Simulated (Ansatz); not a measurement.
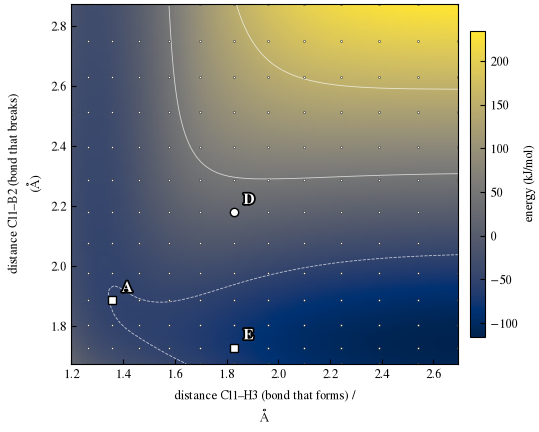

The reacting system BClH₃ (fragments BClH₂ + H where the first distance is long, ClH + BH₂ where the second is long), spin multiplicity 2. The first coordinate is: distance Cl1–H3 (bond that forms); the second: distance Cl1–B2 (bond that breaks). Relaxed at each point: all other coordinates. The scan uses a 13 × 13 grid. Points are written as (first, second). Energies are in kJ/mol, from a guessed transition structure relaxed with its forming and breaking bonds held. Computed with UKS PBE0-D4/def2-SVP (Ansatz).

In the figure: a smooth colour map with a few white contour lines, dots at the grid points, lettered points. Between grid points the surface is interpolated.

> Rank the lettered points by energy, lowest first.

E (−76 kJ/mol), A (−51 kJ/mol), D (18 kJ/mol).
